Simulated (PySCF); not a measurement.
**One shape, several levels: CH4Si (SMILES C[SiH])**

Wanted: a comparison of 3 runs (SVWN5/STO-3G, MP2/STO-3G, CCSDT(Q)/STO-3G) of CH4Si. 

The results are computed with PySCF 2.14.0.

2 further runs of the same task are left out: 2 set aside as unsound or not needed.

### 1 The molecule

CH4Si has 6 atoms, charge 0, and is taken as a singlet. As SMILES, `C[SiH]`. The Si2–H6 distance was set to 2.756 Å, away from the relaxed value. At this shape a bond of the SMILES string is far longer than usual.

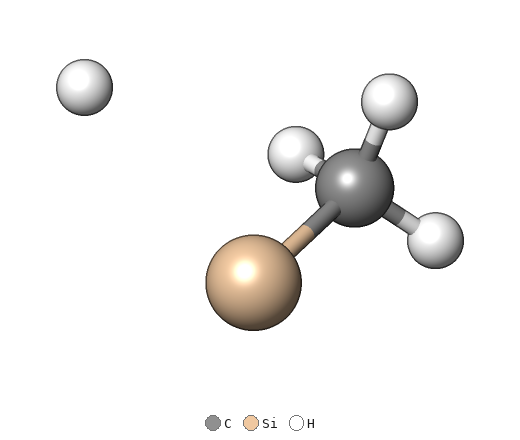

The structure, seen from a chosen angle (carbon grey, silicon light orange, hydrogen white).

### 2 A single-point energy at SVWN5/STO-3G (run 1)

File mol.xyz:

```xyz
6

C      0.526601    -1.414195    -0.499664
Si     1.537401    -0.838395     0.992936
H     -0.536799    -1.458295    -0.231564
H      0.835101    -2.383795    -0.892364
H      0.596101    -0.666195    -1.300164
H      0.142200     1.520000     1.284000
```

File calc.py:

```python
from pyscf import gto, dft

mol = gto.M(
    atom='mol.xyz',
    basis='sto-3g',
    verbose=3,
    max_memory=1860,
    spin=0,
)

mf = dft.RKS(mol)
mf.xc = 'svwn'
mf.conv_tol = 1e-10
mf.grids.level = 5
mf.kernel()
if not mf.converged:
    mf = mf.newton().run(mf.mo_coeff, mf.mo_occ)

etot = mf.e_tot
print('E = %.10f Eh' % etot)
```

Started as:

```
$ OMP_NUM_THREADS=1 python calc.py
```

Output:

```text
converged SCF energy = -324.332960835223
E = -324.3329608352 Eh
```

It took 2.7 s on 1 thread of Arm Neoverse V1, shared host; peak memory 0.14 GiB.

### 3 A single-point energy at MP2/STO-3G (run 2)

File input.py:

```python
from pyscf import gto, scf, mp

molecule = gto.M(
    atom='''
C    0.526601  -1.414195  -0.499664
Si   1.537401  -0.838395   0.992936
H   -0.536799  -1.458295  -0.231564
H    0.835101  -2.383795  -0.892364
H    0.596101  -0.666195  -1.300164
H    0.142200   1.520000   1.284000
''',
    spin=0,
    max_memory=1860,
    basis='sto-3g',
    verbose=4,
)

mf = scf.RHF(molecule)
mf.conv_tol = 1e-10
mf.kernel()
if not mf.converged:
    mf = mf.newton().run(mf.mo_coeff, mf.mo_occ)

pt = mp.MP2(mf, frozen=6).run()
e_tot = pt.e_tot
print(f'total energy: {e_tot:.8f} hartree')
```

Started as:

```
$ OMP_NUM_THREADS=1 python input.py
```

Output:

```text
PySCF version 2.14.0

[INPUT] num. atoms = 6
[INPUT] num. electrons = 24
[INPUT] charge = 0
[INPUT] spin (= nelec alpha-beta = 2S) = 0
[INPUT] symmetry False subgroup None
[INPUT] Mole.unit = angstrom
[INPUT] Symbol           X                Y                Z      unit          X                Y                Z       unit  Magmom
[INPUT]  1 C      0.526601000000  -1.414195000000  -0.499664000000 AA    0.995131666922  -2.672441236729  -0.944228114305 Bohr   0.0
[INPUT]  2 Si     1.537401000000  -0.838395000000   0.992936000000 AA    2.905266833632  -1.584336934205   1.876377099221 Bohr   0.0
[INPUT]  3 H     -0.536799000000  -1.458295000000  -0.231564000000 AA   -1.014403093940  -2.755778158823  -0.437592540309 Bohr   0.0
[INPUT]  4 H      0.835101000000  -2.383795000000  -0.892364000000 AA    1.578112176350  -4.504719687108  -1.686323563421 Bohr   0.0
[INPUT]  5 H      0.596101000000  -0.666195000000  -1.300164000000 AA    1.126467632579  -1.258926095555  -2.456953877019 Bohr   0.0
[INPUT]  6 H      0.142200000000   1.520000000000   1.284000000000 AA    0.268719054913   2.872383709339   2.426408343942 Bohr   0.0

nuclear repulsion = 45.9976082295851
number of shells = 12
number of NR pGTOs = 54
number of NR cGTOs = 18
basis = sto-3g
ecp = {}

******** <class 'pyscf.scf.hf.RHF'> ********
method = RHF
initial guess = minao
damping factor = 0
level_shift factor = 0
DIIS = <class 'pyscf.scf.diis.CDIIS'>
diis_start_cycle = 1
diis_space = 8
diis_damp = 0
SCF conv_tol = 1e-10
SCF conv_tol_grad = None
SCF max_cycles = 50
direct_scf = True
direct_scf_tol = 1e-13
Set gradient conv threshold to 1e-05
Initial guess from minao.
init E= -324.616546608128
  HOMO = -0.134980522683071  LUMO = 0.076836281955644  gap/eV = 5.76383
cycle= 1 E= -324.950794740651  delta_E= -0.334  |g|= 0.239  |ddm|= 2.69
  HOMO = -0.0293361450761478  LUMO = 0.0815453312412775  gap/eV = 3.01724
cycle= 2 E= -324.996483213536  delta_E= -0.0457  |g|= 0.233  |ddm|=  1.6
  HOMO = -0.0926319952297808  LUMO = 0.180307781625424  gap/eV = 7.42707
cycle= 3 E= -325.037260182846  delta_E= -0.0408  |g|= 0.0243  |ddm|= 0.598
  HOMO = -0.126123535479768  LUMO = 0.190436982708877  gap/eV = 8.61405
cycle= 4 E= -325.037787294501  delta_E= -0.000527  |g|= 0.00611  |ddm|= 0.0738
  HOMO = -0.124439816779459  LUMO = 0.189055299417717  gap/eV = 8.53064
cycle= 5 E= -325.037821143422  delta_E= -3.38e-05  |g|= 0.00236  |ddm|= 0.018
  HOMO = -0.121898015565483  LUMO = 0.187452091156629  gap/eV = 8.41785
cycle= 6 E= -325.037828858528  delta_E= -7.72e-06  |g|= 0.000613  |ddm|= 0.0102
  HOMO = -0.122904367753611  LUMO = 0.188076034190936  gap/eV = 8.46221
cycle= 7 E= -325.03782939171  delta_E= -5.33e-07  |g|= 8.82e-05  |ddm|= 0.00286
  HOMO = -0.122839294236985  LUMO = 0.18803580464296  gap/eV = 8.45934
cycle= 8 E= -325.037829402046  delta_E= -1.03e-08  |g|= 1.87e-05  |ddm|= 0.000384
  HOMO = -0.122861409697574  LUMO = 0.188044162022814  gap/eV = 8.46017
cycle= 9 E= -325.037829402342  delta_E= -2.96e-10  |g|= 2.49e-06  |ddm|= 6.3e-05
  HOMO = -0.122864058942684  LUMO = 0.188045580879563  gap/eV = 8.46028
cycle= 10 E= -325.037829402347  delta_E= -4.6e-12  |g|= 3.66e-07  |ddm|= 8.23e-06
  HOMO = -0.122864071100477  LUMO = 0.188045594122578  gap/eV = 8.46028
Extra cycle  E= -325.037829402347  delta_E= -3.98e-13  |g|= 2.44e-07  |ddm|= 1.62e-06
converged SCF energy = -325.037829402347

******** <class 'pyscf.mp.mp2.RMP2'> ********
nocc = 6, nmo = 12
frozen orbitals 6
E(RMP2) = -325.169843521718  E_corr = -0.132014119371453
E(SCS-RMP2) = -325.189624074816  E_corr = -0.151794672468585
E_corr(same-spin) = -0.00764108166595245
E_corr(oppo-spin) = -0.124373037705501
total energy: -325.16984352 hartree
```

Run time: 0.8 s. Hardware: 1 thread of Arm Neoverse V1, shared host; peak memory 0.12 GiB.

### 4 A single-point energy at CCSDT(Q)/STO-3G (run 3)

File start.xyz:

```xyz
6
CH4Si
C      0.526601    -1.414195    -0.499664
Si     1.537401    -0.838395     0.992936
H     -0.536799    -1.458295    -0.231564
H      0.835101    -2.383795    -0.892364
H      0.596101    -0.666195    -1.300164
H      0.142200     1.520000     1.284000
```

File job.py:

```python
from pyscf import gto, cc

mol = gto.M(
    atom='start.xyz',
    basis='sto-3g',
    spin=0,
    max_memory=1860,
    verbose=3,
)

mf = mol.RHF()
mf.conv_tol = 1e-10
mf.kernel()
if not mf.converged:
    mf = mf.newton().run(mf.mo_coeff, mf.mo_occ)

mycc = cc.CCSDT(mf, frozen=6)
mycc.kernel()
e_bracket, e_q = mycc.ccsdt_q()
e_final = mycc.e_tot + e_q
print('E = %.10f Eh' % e_final)
```

Started as:

```
$ OMP_NUM_THREADS=1 python job.py
```

Output:

```text
converged SCF energy = -325.037829402347
_make_eris_incore_RCCSDT

WARN: A large `blksize` is being used, which may cause large memory consumption
      for storing contraction intermediates. If memory is sufficient, consider using
      `pyscf.cc.rccsdt_highm.RCCSDT` instead.

WARN: A large `blksize_oovv` is being used, which may cause large memory consumption
      for storing contraction intermediates. If memory is sufficient, consider using
      `pyscf.cc.rccsdt_highm.RCCSDT` instead.

WARN: A large `blksize_oooo` is being used, which may cause large memory consumption
      for storing contraction intermediates. If memory is sufficient, consider using
      `pyscf.cc.rccsdt_highm.RCCSDT` instead.

RCCSDT converged
E(RCCSDT) = -325.244797228937   E_corr = -0.2069678265899813
E_corr(same-spin) = -0.0056510541918617
E_corr(oppo-spin) = -0.20131677239812
_make_eris_incore_RCCSDT
E = -325.2446752552 Eh
```

Wall time 1.7 s (1 thread of Arm Neoverse V1, shared host); peak memory 0.12 GiB.

### 5 Overview of the runs

| run | level | integration grid | frozen core orbitals | energy (Eh) | dipole moment (D) of the reference | HOMO energy (eV) | LUMO energy (eV) | wall time |
| --- | --- | --- | --- | --- | --- | --- | --- | --- |
| 1 | SVWN5/STO-3G | 5 | – | -324.332961 | 2.36 | -0.94 | -0.12 | 2.7 s |
| 2 | MP2/STO-3G | – | 6 | -325.169844 | 3.71 | -3.34 | 5.12 | 0.8 s |
| 3 | CCSDT(Q)/STO-3G | – | 6 | -325.244675 | 3.71 | -3.34 | 5.12 | 1.7 s |

### 6 Outcome

```
                                          quantity          value
                               run 3: total energy  -325.24468 Eh
       run 3: dipole moment (Hartree–Fock density)         3.71 D
        run 3: HOMO energy (Hartree–Fock orbitals)       -3.34 eV
        run 3: LUMO energy (Hartree–Fock orbitals)        5.12 eV
      run 3: HOMO–LUMO gap (Hartree–Fock orbitals)        8.46 eV
run 3: correlation energy (6 core orbitals frozen)     -206.8 mEh
                              run 3: T1 diagnostic          0.052
```

What this shows: In runs 1, 2, 3 the basis is minimal, so the values are rough. In runs 1, 2 a closed-shell determinant meets a far-stretched bond, which it describes badly. All runs together took 5.2 s, the longest 2.7 s.
